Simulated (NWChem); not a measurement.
**C2HNa (SMILES C#[C][Na]) at 6 levels**

Wanted: a comparison of 6 runs (HF/STO-3G, HF/3-21G, B3LYP/6-31G*, PBE/def2-TZVP, MP2/6-31+G*) of C2HNa. 

The results are computed with NWChem 7.3.0.

## Step 1: The molecule

The species is C2HNa (4 atoms), meant as a singlet with charge 0. As SMILES, `C#[C][Na]`. The shape is that of a PBE0-D4/def2-TZVP optimisation.

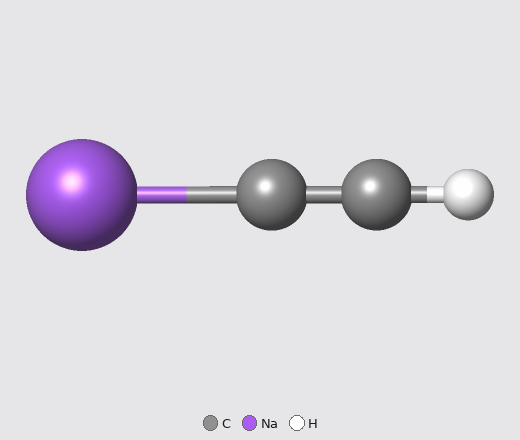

Viewed from a chosen angle; carbon grey, sodium purple, hydrogen white.

## Step 2: Energy and gradient at HF/STO-3G (run 1)

File geom.nw:

```
start geom
memory total 2200 mb
charge 0
geometry units angstroms noautosym nocenter noautoz
  C    -0.068600    0.869500   -0.131400
  C     0.043900   -0.335200    0.040400
  Na    0.247400   -2.516600    0.351600
  H    -0.167300    1.921800   -0.281000
end
basis "ao basis" spherical bse
  * library STO-3G
end
scf
  thresh 1e-08
  maxiter 80
end
task scf gradient
```

Run with:

```
nwchem geom.nw > geom.out
```

Standard output:

```text
[...]
  functions       =    20
[...]
  wavefunction    = RHF
[...]
         Total SCF energy =   -235.124095992746
      One-electron energy =   -423.142213859643
      Two-electron energy =    140.824730336723
 Nuclear repulsion energy =     47.193387530173
        Time for solution =      0.3s
[...]
                         RHF ENERGY GRADIENTS
    atom               coordinates                        gradient
                 x          y          z           x          y          z
   1 C      -0.129635   1.643117  -0.248310   -0.008978   0.096493  -0.013796
   2 C       0.082959  -0.633436   0.076345    0.006626  -0.071031   0.010140
   3 Na      0.467518  -4.755684   0.664428    0.002917  -0.031293   0.004466
   4 H      -0.316151   3.631675  -0.531013   -0.000565   0.005831  -0.000810
[...]
```

Wall time 0.96 s (1 thread of Intel Xeon Platinum 8559C (Emerald Rapids), shared host); peak memory 0.1 GiB.

## Step 3: Energy and forces at HF/3-21G (run 2)

File geom.nw:

```
start geom
memory total 2200 mb
geometry units angstroms noautosym nocenter noautoz
 C       -0.068600       0.869500      -0.131400
 C        0.043900      -0.335200       0.040400
 Na       0.247400      -2.516600       0.351600
 H       -0.167300       1.921800      -0.281000
end
basis spherical bse
 * library 3-21G
end
scf
 thresh 1e-08
 maxiter 80
 noprint "final vectors analysis"
end
task scf gradient
```

Run with:

```
nwchem geom.nw > geom.out
```

Standard output:

```text
[...]
  functions       =    33
[...]
  wavefunction    = RHF
[...]
         Total SCF energy =   -236.676576313296
      One-electron energy =   -423.473421171175
      Two-electron energy =    139.603457327706
 Nuclear repulsion energy =     47.193387530173
        Time for solution =      0.4s
[...]
                         RHF ENERGY GRADIENTS
    atom               coordinates                        gradient
                 x          y          z           x          y          z
   1 C      -0.129635   1.643117  -0.248310   -0.000556   0.006321  -0.000939
   2 C       0.082959  -0.633436   0.076345    0.001527  -0.016474   0.002363
   3 Na      0.467518  -4.755684   0.664428    0.000124  -0.001337   0.000192
   4 H      -0.316151   3.631675  -0.531013   -0.001094   0.011490  -0.001615
[...]
```

Wall time 1 s (1 thread of Intel Xeon Platinum 8559C (Emerald Rapids), shared host); peak memory 0.099 GiB.

Runs 3 to 5 aren't shown in full; the table further down has their settings and results.

## Step 4: Energy and gradient at MP2/6-31+G(d) (spherical functions) (run 6)

File run.py:

```python
from ase import Atoms
from ase.calculators.nwchem import NWChem

atoms = Atoms(['C', 'C', 'Na', 'H'], positions=[
    [-0.068600, 0.869500, -0.131400],
    [0.043900, -0.335200, 0.040400],
    [0.247400, -2.516600, 0.351600],
    [-0.167300, 1.921800, -0.281000],
])

calc = NWChem(
    label='test',
    theory='mp2',
    memory='2200 mb',
    basis='6-31+G*',
    basispar='spherical bse',
    scf={'nopen': '0', 'rhf': None, 'thresh': '1e-08', 'maxiter': '80', 'print': 'low'},
    mp2={'freeze': 'core 3', 'tight': None},
)
atoms.calc = calc

forces = atoms.get_forces()
print("Total energy (eV):", round(atoms.get_potential_energy(), 6))
print("forces (eV/A):")
for s, f in zip(atoms.symbols, forces):
    print(f"{s:2s} {f[0]:10.5f} {f[1]:10.5f} {f[2]:10.5f}")
```

Run with:

```
export ASE_NWCHEM_COMMAND="nwchem PREFIX.nwi > PREFIX.nwo"
python run.py
```

Standard output:

```text
Total energy (eV): -6485.767396
forces (eV/A):
C    -0.20399    2.17469   -0.30905
C     0.21278   -2.27543    0.32406
Na    0.00381   -0.04016    0.00571
H    -0.01260    0.14095   -0.02067
```

The calculator wrote test.nwi:

```
title "test"

permanent_dir test

scratch_dir test

start test

geometry units angstrom nocenter noautosym noautoz
  C  -6.8599999999999994e-02 8.6950000000000005e-01 -1.3139999999999999e-01
  C  4.3900000000000002e-02 -3.3520000000000000e-01 4.0399999999999998e-02
  Na 2.4740000000000001e-01 -2.5165999999999999e+00 3.5160000000000002e-01
  H  -1.6730000000000000e-01 1.9218000000000000e+00 -2.8100000000000003e-01
end

memory 2200 mb

basis spherical bse noprint
   * library 6-31+G*
end

scf
  nopen 0
  rhf
  thresh 1e-08
  maxiter 80
  print low
end
mp2
  freeze core 3
  tight
end

task mp2 gradient
```

test.nwo:

```text
Northwest Computational Chemistry Package (NWChem) 7.3.0
             --------------------------------------------------------

           Job information
           ---------------

    nwchem branch   = 7.3.0
    use scalapack   = T
    input           = test.nwi
    prefix          = test.
    data base       = test/test.db
    status          = startup
    nproc           =        1

           Memory information
           ------------------

    heap     =     72089598 doubles =      550.0 Mbytes
    stack    =     72089595 doubles =      550.0 Mbytes
    global   =    144179200 doubles =     1100.0 Mbytes (distinct from heap & stack)
    total    =    288358393 doubles =     2200.0 Mbytes
    verify   = yes
    hardfail = no

[... 95 lines left out ...]
       Final RHF  results
[... 3 lines left out ...]
      One-electron energy =   -425.067475661283
[... 1 line left out ...]
 Nuclear repulsion energy =     47.193387530173
[... 85 lines left out ...]
                Dipole Moments (a.u.)
[... 71 lines left out ...]
  MP2 natural orbitals output to test/test.mp2nos
[... 1 line left out ...]
                         mp2 ENERGY GRADIENTS

    atom               coordinates                        gradient
                 x          y          z           x          y          z
   1 C      -0.129635   1.643117  -0.248310    0.003967  -0.042291   0.006010
   2 C       0.082959  -0.633436   0.076345   -0.004138   0.044250  -0.006302
   3 Na      0.467518  -4.755684   0.664428   -0.000074   0.000781  -0.000111
   4 H      -0.316151   3.631675  -0.531013    0.000245  -0.002741   0.000402

                 ----------------------------------------
                 |  Time  |  1-e(secs)   |  2-e(secs)   |
                 ----------------------------------------
                 |  CPU   |       0.00   |       1.27   |
                 ----------------------------------------
                 |  WALL  |       0.00   |       1.27   |
                 ----------------------------------------
 -----------------------
 Task  times  cpu:       11.1s     wall:       11.1s
 Total times  cpu:       11.1s     wall:       11.1s
```

Wall time 12 s (1 thread of Intel Xeon Platinum 8559C (Emerald Rapids), shared host); peak memory 0.14 GiB.

## Step 5: The series

| run | level | iteration cap | module | energy (Eh) | dipole moment (D) | HOMO energy (eV) | LUMO energy (eV) | wall time |
| --- | --- | --- | --- | --- | --- | --- | --- | --- |
| 1 | HF/STO-3G | 80 | scf | -235.124096 | 9.14 | -4.42 | 11.02 | 0.96 s |
| 2 | HF/3-21G | 80 | scf | -236.676576 | 7.79 | – | – | 1 s |
| 3 | B3LYP/6-31G* (spherical functions) | 100 | dft | -239.017778 | 6.98 | -5.26 | -1.74 | 7.8 s |
| 4 | B3LYP/6-31G* (Cartesian functions) | 100 | dft | -239.019774 | 6.99 | -5.26 | -1.75 | 8.1 s |
| 5 | PBE/def2-TZVP | 100 | dft | -238.832855 | 7.24 | -4.80 | -1.98 | 19 s |
| 6 | MP2/6-31+G* (spherical functions) | 80 | mp2 | -238.347558 | 7.71 | – | – | 12 s |

## Step 6: What came out

| quantity | value |
| --- | --- |
| run 6: total energy | -238.34756 Eh |
| run 6: dipole moment (of the density that the program reports) | 7.71 D |
| run 6: correlation energy (3 core orbitals frozen) | -260.5 mEh |
| run 6: largest force on an atom | 2.308 eV/Å |

In words: The dipole moment (its size) runs from 6.98 D (B3LYP/6-31G*) to 9.14 D (HF/STO-3G). The two ends differ in method and basis. Over runs 1, 3, 4, 5 the HOMO–LUMO gap runs from 2.82 eV (PBE/def2-TZVP) to 15.44 eV (HF/STO-3G). Totals of different functionals can't be ranked against each other. In run 1 the basis is minimal, so the values are rough. All runs together took 49 s, the longest 19 s.
